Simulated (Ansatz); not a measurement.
# Lattice dynamics of CsSe4Cl (built on the sites of a database entry of CsClO4), part 2 of 2

Wanted: vibrations and spectra of CsSe4Cl (built on the sites of a database entry of CsClO4); the cell is already relaxed. After the zone centre comes a 2×2×2 q mesh on a 6×6×6 k mesh.

Ansatz 0.2.0; DFT PBEsol, scalar-relativistic, plane waves, PAW.

So far. Step 2 (Zone-centre response): Before it was imposed, the acoustic sum rule was missed by 9.2e-5 eV/Å². Small misses are needed for a sound result but don't prove that mesh and cutoff are converged. The lowest optical mode is imaginary, 129.0i cm⁻¹, so the energy falls along it.

The structure was built from a prototype and need not be the compound's stable phase.

**3. The dispersion (continued)**

The partial phonon density of states has structure finer than the step of the table below, so its rows give means over 25 cm⁻¹, whole bins alone (the curve runs from -172 to 246 cm⁻¹). Peaks (cm⁻¹: height): Cl 143.7: 0.131; Cs 25.2: 0.231; Se -156.7: 0.0931, -138.2: 0.108, -104.0: 0.129, -35.5: 0.0852, 35.7: 0.124, 143.7: 0.0301, 225.4: 0.110.

Phonopy on the run's constants, 11x11x11 mesh, Gaussian sigma 3.0 cm-1. Interpolated from a 2×2×2 q mesh. Table of partial phonon density of states by wavenumber; means over each step; values in 1/cm⁻¹/cell:

| wavenumber (cm⁻¹) | Cl | Cs | Se |
| --- | --- | --- | --- |
| -150 | 0.00522 | 9.3e-5 | 0.0789 |
| -125 | 4.2e-4 | 6.4e-5 | 0.0320 |
| -100 | 6.2e-4 | 1.4e-5 | 0.0759 |
| -75 | 8.2e-6 | 0 | 0.00194 |
| -50 | 0.00266 | 3.0e-4 | 0.0320 |
| -25 | 0.00314 | 0.00229 | 0.0434 |
| 0 | 8.2e-4 | 0.00467 | 0.0180 |
| 25 | 0.00251 | 0.110 | 0.0764 |
| 50 | 0.00127 | 0.00307 | 0.0599 |
| 75 | 8.8e-7 | 4.4e-7 | 1.3e-4 |
| 100 | 0 | 0 | 0 |
| 125 | 0.0181 | 4.2e-5 | 0.00342 |
| 150 | 0.0774 | 3.6e-5 | 0.0166 |
| 175 | 0.00368 | 1.9e-6 | 7.8e-4 |
| 200 | 3.6e-7 | 0 | 4.6e-6 |
| 225 | 0.00375 | 4.8e-5 | 0.0362 |

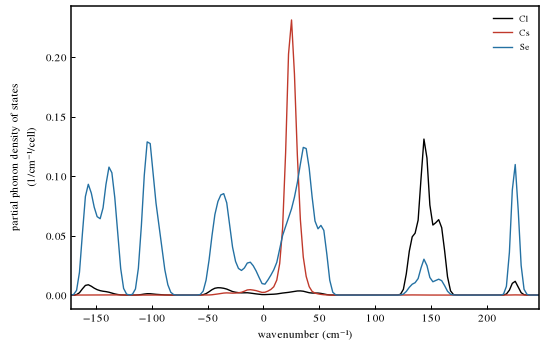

Partial phonon density of states, plotted against wavenumber.

Symmetry leaves 3 wavevectors to solve. The lowest mode among them, the acoustic zeros apart, lies at q = (0, -0.5, -0.5) and is imaginary, 162.6i cm⁻¹, so the energy falls along it.

**4. Isotope substitution, element Cl, natural mass 35.45 amu**

An isotope changes the mass and not the force constants, so no new electronic calculation is needed; the shifts show which modes move this element.

The same force constants with the mass of Cl changed from 35.450 to 36.966 u (phonopy, no LO-TO term). Both lists are sorted by frequency; levels can cross, so a row need not hold one and the same mode. Modes under 3 cm⁻¹ are left out. Isotope shifts, by row, the first 40 of 51 rows:

| q | rank | natural mass (cm⁻¹) | changed mass (cm⁻¹) |
| --- | --- | --- | --- |
| 0 0 0 | 1 | -129 | -129 |
| 0 0 0 | 2 | -129 | -129 |
| 0 0 0 | 3 | -129 | -129 |
| 0 0 0 | 4 | -110.7 | -110.7 |
| 0 0 0 | 5 | -110.7 | -110.7 |
| 0 0 0 | 9 | 30.01 | 29.99 |
| 0 0 0 | 10 | 30.01 | 29.99 |
| 0 0 0 | 11 | 30.01 | 29.99 |
| 0 0 0 | 12 | 44.14 | 44.14 |
| 0 0 0 | 13 | 44.14 | 44.14 |
| 0 0 0 | 14 | 44.14 | 44.14 |
| 0 0 0 | 15 | 149.2 | 146.5 |
| 0 0 0 | 16 | 149.2 | 146.5 |
| 0 0 0 | 17 | 149.2 | 146.5 |
| 0 0 0 | 18 | 229.6 | 229.6 |
| 0 0 -0.5 | 1 | -154.7 | -154.5 |
| 0 0 -0.5 | 2 | -140.9 | -140.8 |
| 0 0 -0.5 | 3 | -140.9 | -140.8 |
| 0 0 -0.5 | 4 | -100.4 | -100.3 |
| 0 0 -0.5 | 5 | -100.4 | -100.3 |
| 0 0 -0.5 | 6 | -41.76 | -41.71 |
| 0 0 -0.5 | 7 | -41.76 | -41.71 |
| 0 0 -0.5 | 8 | 20.9 | 20.89 |
| 0 0 -0.5 | 9 | 25.79 | 25.78 |
| 0 0 -0.5 | 10 | 25.79 | 25.78 |
| 0 0 -0.5 | 11 | 26.83 | 26.81 |
| 0 0 -0.5 | 12 | 26.83 | 26.81 |
| 0 0 -0.5 | 13 | 44.1 | 44.1 |
| 0 0 -0.5 | 14 | 45.26 | 45.23 |
| 0 0 -0.5 | 15 | 144.4 | 142 |
| 0 0 -0.5 | 16 | 144.4 | 142 |
| 0 0 -0.5 | 17 | 146.5 | 144.1 |
| 0 0 -0.5 | 18 | 225.3 | 224.9 |
| 0 -0.5 -0.5 | 1 | -162.6 | -162.2 |
| 0 -0.5 -0.5 | 2 | -162.6 | -162.2 |
| 0 -0.5 -0.5 | 3 | -130.6 | -130.6 |
| 0 -0.5 -0.5 | 4 | -107.9 | -107.9 |
| 0 -0.5 -0.5 | 5 | -85.51 | -85.51 |
| 0 -0.5 -0.5 | 6 | -48.13 | -48.04 |
| 0 -0.5 -0.5 | 7 | -48.13 | -48.04 |

A mode of this element alone would shift by -2.07 %. The highest zone-centre frequency without the field goes from 229.6 to 229.6 cm⁻¹ (+0.0 %).

**5. Isotope substitution, element Se, natural mass 78.971 amu**

The same for Se, from 78.97 to 81.92 u.

The same force constants with the mass of Se changed from 78.971 to 81.917 u (phonopy, no LO-TO term). Both lists are sorted by frequency; levels can cross, so a row need not hold one and the same mode. Modes under 3 cm⁻¹ are left out. Isotope shifts, by row, the first 40 of 51 rows:

| q | rank | natural mass (cm⁻¹) | changed mass (cm⁻¹) |
| --- | --- | --- | --- |
| 0 0 0 | 1 | -129 | -126.7 |
| 0 0 0 | 2 | -129 | -126.7 |
| 0 0 0 | 3 | -129 | -126.7 |
| 0 0 0 | 4 | -110.7 | -108.7 |
| 0 0 0 | 5 | -110.7 | -108.7 |
| 0 0 0 | 9 | 30.01 | 29.87 |
| 0 0 0 | 10 | 30.01 | 29.87 |
| 0 0 0 | 11 | 30.01 | 29.87 |
| 0 0 0 | 12 | 44.14 | 43.34 |
| 0 0 0 | 13 | 44.14 | 43.34 |
| 0 0 0 | 14 | 44.14 | 43.34 |
| 0 0 0 | 15 | 149.2 | 148.9 |
| 0 0 0 | 16 | 149.2 | 148.9 |
| 0 0 0 | 17 | 149.2 | 148.9 |
| 0 0 0 | 18 | 229.6 | 225.5 |
| 0 0 -0.5 | 1 | -154.7 | -152.1 |
| 0 0 -0.5 | 2 | -140.9 | -138.5 |
| 0 0 -0.5 | 3 | -140.9 | -138.5 |
| 0 0 -0.5 | 4 | -100.4 | -98.57 |
| 0 0 -0.5 | 5 | -100.4 | -98.57 |
| 0 0 -0.5 | 6 | -41.76 | -41.06 |
| 0 0 -0.5 | 7 | -41.76 | -41.06 |
| 0 0 -0.5 | 8 | 20.9 | 20.86 |
| 0 0 -0.5 | 9 | 25.79 | 25.68 |
| 0 0 -0.5 | 10 | 25.79 | 25.68 |
| 0 0 -0.5 | 11 | 26.83 | 26.48 |
| 0 0 -0.5 | 12 | 26.83 | 26.48 |
| 0 0 -0.5 | 13 | 44.1 | 43.3 |
| 0 0 -0.5 | 14 | 45.26 | 44.55 |
| 0 0 -0.5 | 15 | 144.4 | 144 |
| 0 0 -0.5 | 16 | 144.4 | 144 |
| 0 0 -0.5 | 17 | 146.5 | 145.9 |
| 0 0 -0.5 | 18 | 225.3 | 221.7 |
| 0 -0.5 -0.5 | 1 | -162.6 | -160 |
| 0 -0.5 -0.5 | 2 | -162.6 | -160 |
| 0 -0.5 -0.5 | 3 | -130.6 | -128.2 |
| 0 -0.5 -0.5 | 4 | -107.9 | -106 |
| 0 -0.5 -0.5 | 5 | -85.51 | -83.96 |
| 0 -0.5 -0.5 | 6 | -48.13 | -47.34 |
| 0 -0.5 -0.5 | 7 | -48.13 | -47.34 |

A mode of this element alone would shift by -1.81 %. The highest zone-centre frequency without the field goes from 229.6 to 225.5 cm⁻¹ (-1.8 %).

**6. Results**

| Item | Value |
| --- | --- |
| space group (within 0.01 Å) | F-43m |
| volume per atom | 39.6 Å³ |
| electronic character | no gap on this mesh |
| highest optical mode at the zone centre (no LO-TO term) | 230 cm⁻¹ |
| lowest optical zone-centre mode | -129 cm⁻¹ |
| lowest mode on the q mesh (acoustic modes at Γ apart) | -163 cm⁻¹ |
| highest frequency on the path or at a solved wavevector | 230 cm⁻¹ |
| imaginary modes on the 2×2×2 q mesh | yes |

Modes are clearly imaginary (beyond 10i cm⁻¹) at 3 of the 3 irreducible wavevectors, most at q = (0, -0.5, -0.5) (162.6i cm⁻¹), so this structure is not a minimum of the energy. The optical modes at Γ span -129 to 230 cm⁻¹ (negative means imaginary). The highest mode in this list at Γ, 229.6 cm⁻¹, is mostly motion of Se (100 % of the kinetic energy). With no gap, or one that is small against the smearing, the frequencies hang on the k mesh and the smearing, most of all near Kohn anomalies. A semilocal functional can close a gap that the real compound would have, so the metallic treatment may be an artefact of the level. Spin-orbit coupling is left out, which can matter for the heavy elements here. A phonon run warned that its eigensolver left some bands unconverged in a pass. The starting cell was built on a prototype and not taken from a measurement, so the phase need not exist. These are harmonic frequencies at zero temperature: anharmonic shifts, linewidths and thermal expansion are left out.

[Hosts, paths, dates, database ids (printed as entryN), source tags and the programs' standing remarks are cut or masked in the printed files.]
